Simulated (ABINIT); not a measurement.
# A GW chain in ABINIT: SnF3 (Fm-3m), part 3 of 3

How does a plane-wave GW calculation on SnF3 (Fm-3m) run from the first input to the gap?

ABINIT 10.8.3; PBEsol and many-body steps on it, plane waves. Known limits of the many-body steps: not at the basis limit; no spin-orbit coupling; coarse k mesh.

So far. Step 4 (Empty states on the mesh, 2×2×2 mesh, 213 bands): On this mesh the gap is 2.831 eV. Step 5 (Screening, 2×2×2 mesh, 195 bands, screening to 130.6 eV): Local fields lower ε∞ by 9 %. On a Γ-centred mesh this coarse the value itself is usually too large, while a short band sum pulls it down.

**6. Self-energy, 2×2×2 mesh, 195 bands, screening to 130.6 eV**

The self-energy is evaluated for the states that the input lists, and the levels follow from it, in one-shot runs by the linearised quasiparticle equation.

This step: G0W0 on PBEsol, plane waves, norm-conserving pseudopotentials.

Input file run.abi:

```
acell 3*1.0 Angstrom
rprim 
  -0.000000000000 4.348975944800 4.348975944800
  4.348975944800 0.000000000000 4.348975944800
  4.348975944800 4.348975944800 -0.000000000000
ntypat 2
znucl 50 9
natom 8
typat 1 1 2 2 2 2 2 2
xred 
  0.500000000000 0.500000000000 0.500000000000
  0.000000000000 0.000000000000 -0.000000000000
  0.728190550000 0.271809450000 0.728190550000
  0.271809450000 0.271809450000 0.728190550000
  0.271809450000 0.728190550000 0.271809450000
  0.271809450000 0.728190550000 0.728190550000
  0.728190550000 0.271809450000 0.271809450000
  0.728190550000 0.728190550000 0.271809450000
pp_dirpath "pseudos"
pseudos "Sn.upf, F.upf"
ecut 38
ngkpt 2 2 2
nshiftk 1
shiftk 0 0 0
kptopt 1
chksymbreak 0
istwfk *1
occopt 1
irdwfk 1
optdriver 4
nband 195
gwcalctyp 0
ecutsigx 38
symsigma 1
nkptgw 3
kptgw 
  0.5000000000 0.5000000000 0.0000000000
  0.5000000000 0.0000000000 0.0000000000
  0.0000000000 0.0000000000 0.0000000000
bdgw 
  42 45
  42 46
  40 47
ecuteps 4.8
irdscr 1
ppmodel 1
indata_prefix "in"
outdata_prefix "out"
tmpdata_prefix "tmp"
```

Run with:

```sh
$ OMP_NUM_THREADS=1 mpirun -n 8 abinit run.abi > log
```

Numbers of over 12 decimals in the logs are rounded to 6 here.

Output:

```text
.Version 10.8.3 of ABINIT. v10.8.2 released Aug 2026.

 Symmetries : space group Fm -3 m (#225); Bravais cF (face-center cubic)
[... echo of the input left out ...]
== DATASET  1 ==================================================================
-   mpi_nproc: 8, omp_nthreads: 1 (-1 if OMP is not activated)

--- !DatasetInfo
iteration_state: {dtset: 1, }
dimensions: {natom: 8, nkpt: 3, mband: 195, nsppol: 1, nspinor: 1, nspden: 1, mpw: 12434, }
cutoff_energies: {ecut:  38.0, pawecutdg:  -1.0, }
electrons: {nelect:   8.60000000E+01, charge:   0.00000000E+00, occopt:   1.00000000E+00, tsmear:   1.00000000E-02, }

 SIGMA: Calculation of the GW corrections

 Based on a program developped by R.W. Godby, V. Olevano, G. Onida, and L. Reining.
 Incorporated in ABINIT by V. Olevano, G.-M. Rignanese, and M. Torrent.
.Using double precision arithmetic ; gwpc =  8

[... cell and pseudopotentials left out ...]
--------------------------------------------------------------------------------

 ==== K-mesh for the wavefunctions ====
 Number of points in the irreducible wedge :     3
[... list of points left out ...]
 Together with 48 symmetry operations and time-reversal symmetry
 yields     8 points in the full Brillouin Zone.

 ==== Q-mesh for screening function ====
 Number of points in the irreducible wedge :     3
[... list of points left out ...]
 Together with 48 symmetry operations and time-reversal symmetry
 yields     8 points in the full Brillouin Zone.

 vcoul_init : cutoff-mode = AUXILIARY_FUNCTION
 q-points for optical limit:   1
     1)      0.000010    0.000020    0.000030
 setmesh: FFT mesh size selected  =    72x   72x   72
          total number of points  =       373248

 Number of electrons calculated from density =   86.0000; Expected =   86.0000
 average of density, n =  0.077466
 r_s =    1.4552
 omega_plasma =   26.8479 [eV]

 === KS Band Gaps ===
  >>>> For spin  1
   Minimum direct gap =   3.3794 [eV], located at k-point      :   0.5000  0.0000  0.0000
   Fundamental gap    =   2.8313 [eV], Top of valence bands at :   0.5000  0.5000  0.0000
                                       Bottom of conduction at :   0.5000  0.0000  0.0000
 SIGMA fundamental parameters:
 PLASMON POLE MODEL  1
 number of plane-waves for SigmaX                12387
 number of plane-waves for SigmaC and W            537
 number of plane-waves for wavefunctions         12387
 number of bands                                   195
 number of independent spin polarizations            1
 number of spinorial components                      1
 number of k-points in IBZ                           3
 number of q-points in IBZ                           3
 number of symmetry operations                      48
 number of k-points in BZ                            8
 number of q-points in BZ                            8
 number of frequencies for dSigma/dE                 9
 frequency step for dSigma/dE [eV]                0.25
 number of omega for Sigma on real axis              0
 max omega for Sigma on real axis  [eV]           0.00
 zcut for avoiding poles [eV]                     0.10

 EPSILON^-1 parameters (SCR file):
 dimension of the eps^-1 matrix on file            537
 dimension of the eps^-1 matrix used               537
 number of plane-waves for wavefunctions         12387
 number of bands                                   195
 number of q-points in IBZ                           3
 number of frequencies                               2
 number of real frequencies                          1
 number of imag frequencies                          1

 matrix elements of self-energy operator (all in [eV])

 Perturbative Calculation

--- !SelfEnergy_ee
iteration_state: {dtset: 1, }
kpoint     : [   0.500,    0.500,    0.000, ]
spin       : 1
KS_gap     :    4.334
QP_gap     :    7.296
Delta_QP_KS:    2.962
data: !SigmaeeData |
     Band     E0 <VxcDFT>   SigX SigC(E0)      Z dSigC/dE  Sig(E)    E-E0       E
       42  -2.553 -22.525 -30.153   5.750   0.781  -0.280 -23.992  -1.467  -4.020
       43  -0.165 -19.734 -22.495   2.111   0.821  -0.218 -20.268  -0.533  -0.698
       44   4.170 -19.501 -14.261  -2.310   0.829  -0.206 -17.073   2.428   6.598
       45   5.276 -12.422  -8.215  -2.411   0.851  -0.176 -10.895   1.527   6.803

--- !SelfEnergy_ee
iteration_state: {dtset: 1, }
kpoint     : [   0.500,    0.000,    0.000, ]
spin       : 1
KS_gap     :    3.379
QP_gap     :    5.963
Delta_QP_KS:    2.584
data: !SigmaeeData |
     Band     E0 <VxcDFT>   SigX SigC(E0)      Z dSigC/dE  Sig(E)    E-E0       E
       42  -2.661 -22.300 -29.945   5.736   0.781  -0.280 -23.790  -1.491  -4.152
       43  -0.713 -18.312 -21.036   1.910   0.823  -0.215 -18.982  -0.671  -1.383
       44   2.667 -15.439 -10.796  -2.385   0.847  -0.181 -13.526   1.913   4.580
       45   5.967 -13.414  -8.577  -2.716   0.843  -0.186 -11.626   1.788   7.756
       46   5.967 -13.414  -8.577  -2.716   0.843  -0.186 -11.626   1.788   7.756

--- !SelfEnergy_ee
iteration_state: {dtset: 1, }
kpoint     : [   0.000,    0.000,    0.000, ]
spin       : 1
KS_gap     :    7.440
QP_gap     :   10.401
Delta_QP_KS:    2.961
data: !SigmaeeData |
     Band     E0 <VxcDFT>   SigX SigC(E0)      Z dSigC/dE  Sig(E)    E-E0       E
       40  -2.550 -22.533 -30.162   5.751   0.781  -0.280 -24.000  -1.466  -4.017
       41  -2.550 -22.533 -30.162   5.751   0.781  -0.280 -24.000  -1.466  -4.017
       42  -2.550 -22.533 -30.162   5.751   0.781  -0.280 -24.000  -1.466  -4.017
       43  -2.534 -14.868 -16.588   0.871   0.837  -0.194 -15.579  -0.710  -3.245
       44   4.906 -18.848 -13.873  -2.258   0.828  -0.207 -16.598   2.250   7.157
       45   5.192 -12.018  -7.105  -2.925   0.853  -0.173 -10.323   1.696   6.887
       46   5.192 -12.018  -7.105  -2.925   0.853  -0.173 -10.323   1.696   6.887
       47   5.192 -12.018  -7.105  -2.925   0.853  -0.173 -10.323   1.696   6.887

 New Fermi energy :        7.132755E-02 Ha ,    1.940921E+00 eV

 === QP Band Gaps ===
  >>>> For spin  1
   Minimum direct gap =   5.9629 [eV], located at k-point      :   0.5000  0.0000  0.0000
   Fundamental gap    =   5.2776 [eV], Top of valence bands at :   0.5000  0.5000  0.0000
                                       Bottom of conduction at :   0.5000  0.0000  0.0000

== END DATASET(S) ==============================================================
================================================================================

 -outvars: echo values of variables after computation  --------
           etotal      0.0000000000E+00
            nband         195
             nkpt           3
          spgroup         225
 [... the other variables as echoed above ...]

 Calculation completed.
```

Elapsed: 26 s, on 8 MPI ranks of AMD EPYC 9R14 (Zen 4), shared host; peak memory 3.8 GiB.

Numbers from this step:

* G0W0 gap on the points computed: 5.278 eV
* starting gap on the mesh: 2.831 eV
* k of the valence top: 0.5, 0.5, 0
* k of the conduction bottom: 0.5, 0, 0
* Z at the valence top: 0.821
* Z at the conduction bottom: 0.847
* least direct G0W0 gap on the computed points: 5.963 eV

The gap on the mesh goes from 2.83 eV to 5.28 eV, a correction of +2.45 eV.

Limits: finite bands, cutoff and mesh; no spin-orbit coupling; coarse k mesh. v1 is the top filled band, c1 the lowest empty one. The levels before and after the correction (eV, zero at the valence-band top of each column):

```tsv
	conduction bottom	valence top
Kohn-Sham	2.83	0.00
G0W0	5.28	0.00
```

```tsv
	level	energy (eV)
Kohn-Sham	(0.5 0.5 0) v2	-2.388
Kohn-Sham	(0.5 0.5 0) v1	0.000
Kohn-Sham	(0.5 0.5 0) c1	4.335
Kohn-Sham	(0.5 0.5 0) c2	5.441
Kohn-Sham	(0.5 0 0) v2	-2.497
Kohn-Sham	(0.5 0 0) v1	-0.548
Kohn-Sham	(0.5 0 0) c1	2.831
Kohn-Sham	(0.5 0 0) c2-c3	6.132
G0W0	(0.5 0.5 0) v2	-3.322
G0W0	(0.5 0.5 0) v1	0.000
G0W0	(0.5 0.5 0) c1	7.296
G0W0	(0.5 0.5 0) c2	7.501
G0W0	(0.5 0 0) v2	-3.454
G0W0	(0.5 0 0) v1	-0.685
G0W0	(0.5 0 0) c1	5.278
G0W0	(0.5 0 0) c2-c3	8.454
```

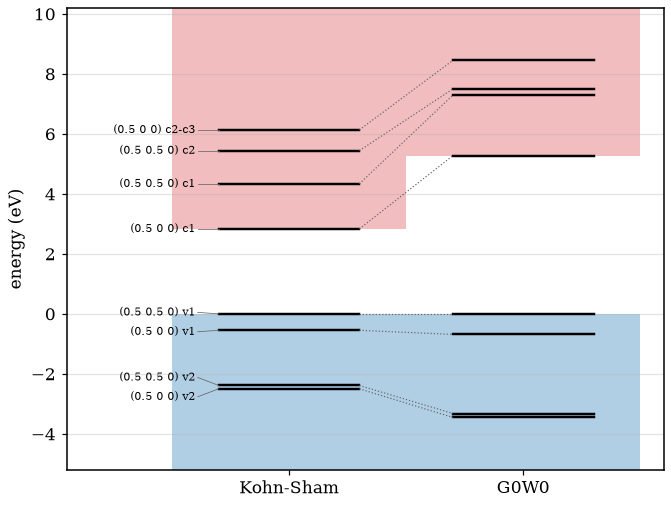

Levels before and after the correction. Shaded: valence and conduction bands.

**7. Where the time went**

Times are wall times on the hardware named with each run, good to a factor of about two.

```tsv
step	time	share	memory (GiB)
ground state	44 s	17 %	1.6
bands along the symmetry lines	61 s	24 %	1.1
empty states on the mesh	85 s	33 %	0.48
screening	40 s	16 %	4.2
self-energy	26 s	10 %	3.8
```

**8. Outcome**

```json
{
  "PBEsol gap": "2.83 eV, indirect",
  "G0W0 gap on the mesh": "5.28 eV",
  "GW settings": "2×2×2 mesh, 195 bands, screening to 130.6 eV, Godby-Needs plasmon pole",
  "known limits": "not at the basis limit; no spin-orbit coupling; coarse k mesh"
}
```

G0W0 moves the gap on the mesh from 2.83 eV to 5.28 eV (+2.45 eV), with Z of 0.82 and 0.85 at the edges. Local fields lower the RPA ε∞ on this mesh from 3.07 to 2.78; a Γ-centred mesh this coarse tends to raise both, most where the direct gap is narrow, while a short band sum lowers them. Bands and cutoff are finite, so the gap is not at the basis limit. The miss can reach some tenths of an eV and take either sign; the mesh is an error of its own. The 2×2×2 mesh is coarse for this cell, which bears on the long-range parts of exchange and screening. The many-body steps are scalar-relativistic: spin-orbit coupling is not in them.

[Paths, hosts, dates, memory and timing lines, banners, echoed tables and standing remarks are left out of the program output.]

[Logs are printed without paths, hosts, clocks, repeated set-up lines and the standing remarks that a program may print on its own settings, such as how far it seeks lower states.]

[Runs of the session that timed out or met a known fault of the program may be left out.]

[Hosts, paths, dates, database ids (printed as entryN), source tags and the programs' standing remarks are cut or masked in the printed files.]

[G0W0 gaps are taken among the corrected bands and points alone; a level outside them can change the order at an edge.]

[Where Ansatz stands beside ABINIT at settings called matched, ABINIT's density can come from a denser mesh and the files from another edition; pairs whose starting gaps differed by over 0.03 eV were left out, so agreement reads better than it is.]
